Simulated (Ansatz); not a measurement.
# B5W2: what a guessed cell relaxes into, part 2 of 2

Aim: relax a trial structure of B5W2 and see where it ends.

Ansatz 0.2.0; DFT PBE, scalar-relativistic, plane waves, PAW.

## 4. Relaxation on the finer mesh

The end of the coarse run is made exact in the group found at a tolerance of 0.06 Å and reduced to its primitive cell.

File input.yaml:

```yaml
crystal:
  lattice:
    - [4.1936918693, 0.0, 0.0]
    - [-2.0968459346, 3.6318436945, 0.0]
    - [0.0, 0.0, 5.2399620096]
  atoms:
    - { symbol: B, position: [0.5, 0.0, 0.5] }
    - { symbol: B, position: [0.0, 0.5, 0.5] }
    - { symbol: B, position: [0.5, 0.5, 0.5] }
    - { symbol: B, position: [0.3333333333, 0.6666666667, 0.0] }
    - { symbol: B, position: [0.6666666667, 0.3333333333, 0.0] }
    - { symbol: W, position: [0.0, 0.0, 0.5] }
    - { symbol: W, position: [0.0, 0.0, 0.0] }
basis:
  ecutwfc: 420
kpoints:
  mp_grid: { grid: [12, 12, 8] }
hamiltonian:
  xc: pbe
scf:
  occupations: { method: gaussian, width: 0.1 }
output:
  forces: true
  stress: true
  eigenvalues: true
  write_density: true
  write_potential: true
  elf: true
  volumetric_format: npy
relax:
  adjacent_minimum: "off"
  f_tol: 0.01
  max_steps: 80
  cell: { stress_tol: 0.05 }
```

The run is started by

```sh
ansatz run input.yaml --threads 1 --pin off --max-ram 2560MiB --backend cpu --events-out ev --progress --plain --runs-dir out
```

The program printed, shortened:

```text
Warning: RAYON_NUM_THREADS=1 ignored (pool sized by the plan → 1); use --threads N
[...]
Pseudopotentials: kind: paw
Pseudopotential: B, paw, valence charge 3, recommended cutoff 420 eV (normal), B.paw.azcp
Pseudopotential: W, paw, valence charge 14, recommended cutoff 420 eV (normal), W.paw.azcp
Functional definition: PBE
[...]
Crystal: 7 atoms, lattice volume = 79.809 Å³
Basis set: ecut = 420 eV, 1547 PW (Γ), exchange–correlation on 60×60×72 points (8 copies of the dense FFT grid, shifted against one another)
Bands: 29, of which v1, the nominal top of the filled ones, is band 22 counted from 1 (21 counted from 0)
Symmetry: 24 space group operations
Space group: P6/mmm (ITA 191), of the structure as read, at distance tolerance 4.3e-5 Å
k-points: 95 of 1152
[...]
SCF iter   1: F=—  HF=-21540.121592 eV  |F-HF|=—  |Δ(HF+E_count)|=         —  Δρ=7.82e-3  dr2=8.89e-2  ethr=1.77e-3  ⟨swp⟩=5.0  Hψ=11986  notcnv=0  defer=2
[...]
  F+E_penalty+E_count = -21540.10817389 eV   max|allowed force component| = 4.441e-16 eV/Å   (the final SCF, on the basis selected at the relaxed cell)
  cell:  # Å, volume = 79.9515 Å³
    - [4.187034782220123, -2.8821705388252432e-11, -1.8086331748208916e-30]
    - [-2.0935173910851015, 3.6260784879460823, 2.2752964210605856e-19]
    - [-1.5626441717406405e-34, 3.2827587886045204e-19, 5.266021028580391]
  atoms:
    - { symbol: B, position: [0.49999999999999994, 1.098831800587761e-27, 0.49999999999999994] }
    - { symbol: B, position: [-2.2632982156143813e-20, 0.49999999999999983, 0.49999999999999994] }
    - { symbol: B, position: [0.5, 0.4999999999999999, 0.49999999999999994] }
    - { symbol: B, position: [0.33333333333333326, 0.6666666666666665, -1.8657446336251347e-34] }
    - { symbol: B, position: [0.6666666666666667, 0.3333333333333332, 2.0162079105303875e-34] }
    - { symbol: W, position: [3.3101920919155616e-35, 6.018531076210112e-36, 0.49999999999999994] }
    - { symbol: W, position: [3.1292922888713024e-35, 1.0100759553505508e-35, 1.448908652612274e-70] }
```

It took 50 s on 1 thread of Arm Neoverse V2, shared host; peak memory 0.45 GiB.

Step by step:

| step | E - E(step 1) (eV/cell) | largest force component (eV/Å) | pressure (GPa) | volume (Å³) |
| --- | --- | --- | --- | --- |
| 1 | 0.0000 | 0.0000 | -0.16 | 79.81 |
| 2 | 0.0020 | 0.0000 | -0.83 | 80.49 |
| 3 | -0.0027 | 0.0000 | -0.03 | 79.95 |
| 4 | -0.0029 | 0.0000 | -0.03 | 79.95 |

Step 1 is the start. Step 4 repeats the geometry before it on a plane-wave basis chosen anew for that cell, so its energy need not be comparable with the rows above. Step 2 was tried and not accepted.

|  | before | after | change |
| --- | --- | --- | --- |
| a (Å) | 4.194 | 4.187 | -0.2 % |
| b (Å) | 4.194 | 4.187 | -0.2 % |
| c (Å) | 5.240 | 5.266 | +0.5 % |
| volume (Å³/atom) | 11.40 | 11.42 | +0.2 % |
| shortest distance (Å) | 2.097 | 2.094 | -0.2 % |
| space group (0.01 Å) | P6/mmm | P6/mmm | same |

The run keeps the 24 symmetry operations of the start, so it could not have lowered the symmetry.

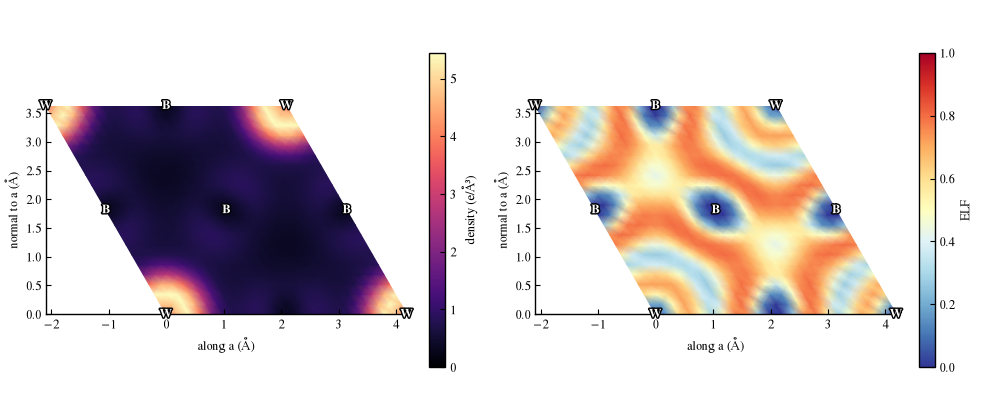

Density (left) and ELF (right) in a lattice plane of the grid's cell (edges 4.19 and 4.19 Å, at 0.500 of the third edge), which holds B and W. Only atoms in the plane are labelled. Both are smooth fields of the valence electrons: close to the nuclei they are not physical.

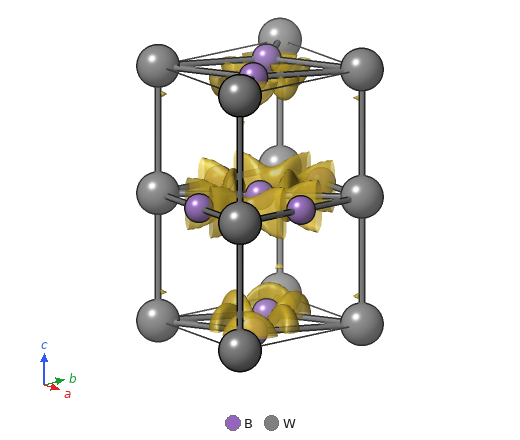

Surface of ELF = 0.74, drawn in one cell.

Maxima of ELF outside the ion cores: 0.84 in the shell around B, 0.7 Å from B; 0.80 on the B–B line, 0.8 Å from B.

## 5. Changing settings: mp_grid.grid [8, 8, 5]

Edit input.yaml of step 4 so:

```diff
@@ -16,3 +16,3 @@
 kpoints:
-  mp_grid: { grid: [12, 12, 8] }
+  mp_grid: { grid: [8, 8, 5] }
 hamiltonian:
@@ -23,8 +23,4 @@
   forces: true
+  eigenvalues: true
   stress: true
-  eigenvalues: true
-  write_density: true
-  write_potential: true
-  elf: true
-  volumetric_format: npy
 relax:
```

The run is started by

```sh
ansatz run input.yaml --threads 1 --pin off --max-ram 2560MiB --backend cpu --events-out ev --progress --plain --runs-dir out
```

The program printed, shortened:

```text
Warning: RAYON_NUM_THREADS=1 ignored (pool sized by the plan → 1); use --threads N
[...]
[... 4 set-up lines as earlier in the session ...]
[...]
Crystal: 7 atoms, lattice volume = 79.809 Å³
Basis set: ecut = 420 eV, 1547 PW (Γ), exchange–correlation on 60×60×72 points (8 copies of the dense FFT grid, shifted against one another)
Bands: 29, of which v1, the nominal top of the filled ones, is band 22 counted from 1 (21 counted from 0)
[... 2 set-up lines as earlier in the session ...]
k-points: 30 of 320
[...]
SCF iter   1: F=—  HF=-21540.086386 eV  |F-HF|=—  |Δ(HF+E_count)|=         —  Δρ=7.26e-3  dr2=4.64e-2  ethr=1.77e-3  ⟨swp⟩=5.1  Hψ=3761  notcnv=0
[...]
--- Band table (eV; the first three rows and the last of 30) ---
[...]
--- Relaxed structure (3 steps of the walk, 3 accepted, 1 SCFs on fresh bases) ---
  F+E_penalty+E_count = -21540.08808106 eV   max|allowed force component| = 5.815e-16 eV/Å   (the final SCF, on the basis selected at the relaxed cell)
  cell:  # Å, volume = 80.1209 Å³
    - [4.181120878255286, -2.8780996718837643e-11, -3.716338993141149e-30]
    - [-2.090560439102718, 3.620956896876972, 4.675236812304419e-19]
    - [0.0, 6.745351767065884e-19, 5.292123331577457]
  atoms:
    - { symbol: B, position: [0.5000000000000001, 3.0536650844486087e-28, 0.5] }
    - { symbol: B, position: [-4.657161048250842e-20, 0.5000000000000001, 0.5] }
    - { symbol: B, position: [0.5, 0.5, 0.5] }
    - { symbol: B, position: [0.3333333333333333, 0.6666666666666669, -5.89816045468591e-34] }
    - { symbol: B, position: [0.6666666666666669, 0.33333333333333337, 5.89816045468591e-34] }
    - { symbol: W, position: [-4.81482486096809e-35, 6.018531076210112e-35, 0.5] }
    - { symbol: W, position: [4.679920188328919e-34, 3.719811425632164e-45, 2.520244195803547e-81] }
```

Wall time 16 s (1 thread of Arm Neoverse V2, shared host); peak memory 0.35 GiB.

| run | ending | energy change | pressure (GPa) | gap (eV) | force (eV/Å) | cycles | time |
| --- | --- | --- | --- | --- | --- | --- | --- |
| step 4 | converged | 0 | 0.0 | 0.00 | 0.00 | - | 50 s |
| variant | converged | +2.9 meV/atom | 0.0 | 0.00 | 0.00 | - | 16 s |

Changing the k-point mesh moves the energy by +2.9 meV/atom, and the final volume goes from 79.95 to 80.12 Å³. Sampling errors of the energy have no fixed sign.

## 6. What came out

The summary covers parts 1 to 2. Changes of volume or cell count from the first structure of part 1.

```
                              quantity                                                                       value
symmetry at the end (tolerance 0.05 Å)                                                space group P6/mmm (No. 191)
                     conventional cell  a = 4.187 Å, b = 4.187 Å, c = 5.266 Å, α = 90.00°, β = 90.00°, γ = 120.00°
                                volume                                                               11.42 Å³/atom
              energy over the elements                                                               +1.30 eV/atom
                       gap on the mesh                                                                none (metal)
```

The space group P6/mmm (No. 191) is kept, and the volume per atom shrinks by 3.8 % from the first guess. With a positive formation energy it can't be a ground state. No finished test with a distortion of lower symmetry is shown, so the end may be a saddle point. The runs treat W without spin-orbit coupling.
